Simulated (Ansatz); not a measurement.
The structure below was relaxed with PBE-D3(BJ) in Ansatz (plane waves to 420 eV, PAW, without spin-orbit coupling), at pressure −1 GPa.

```
TiS2
1.0
    3.37712     0.00000     0.00000
   -1.68856     2.92467     0.00000
    0.00000     0.00000     5.62908
Ti S
1 2
Direct
  0.00000   0.00000   0.00000
  0.33333   0.66667   0.25324
  0.66667   0.33333   0.74676
```

**Question.** Find the space group and the Wyckoff positions.

**Answer.** Space group P-3m1 (No. 164); a = 3.377 Å, b = 3.377 Å, c = 5.629 Å, α = 90.00°, β = 90.00°, γ = 120.00°

| atom | site | symmetry | x | y | z |
|---|---|---|---|---|---|
| Ti | 1a | -3m. | 0.0000 | 0.0000 | 0.0000 |
| S | 2d | 3m. | 0.3333 | 0.6667 | 0.2532 |

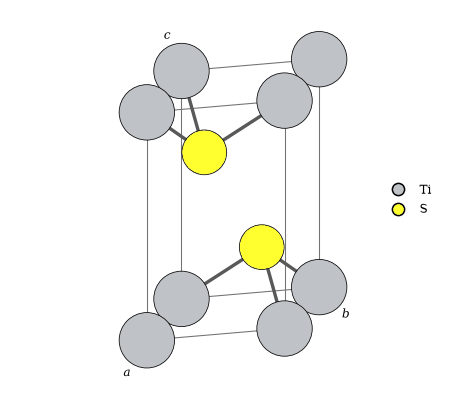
Figure: The conventional cell

Load acts through the strain it causes; cell and atoms are relaxed under it. No phonon test of stability was made. All final runs are without spin polarisation. The cell was made from TiS2 in the CdI2 type structure (space group P-3m1, No. 164; layered, stacked along the Cartesian z axis) by this change: pressure −1 GPa.

Ansatz is a quantum-chemistry and plane-wave program.
